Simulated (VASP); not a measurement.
Band structure of RuTe (relaxed from the rock salt structure, space group Fm-3m). All values below come from r2SCAN meta-GGA, VASP's PBE PAW potentials (set 64) (plane waves; VASP).

Unless said otherwise, spin-orbit coupling is left out, though it shifts the bands of the heavy elements here.

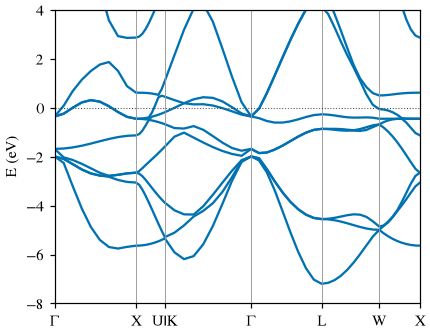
Bands along high-symmetry lines, zero at the valence-band maximum or, without a gap, the Fermi level

Problem. Read the plot: is there a gap, and where are the band edges?

Solution. It has no gap at this level: it comes out as a metal or semimetal.

The structure was generated: RuTe was put into the rock salt type (Fm-3m), which need not be its known phase. It was relaxed first, which changed the volume by -31 %.
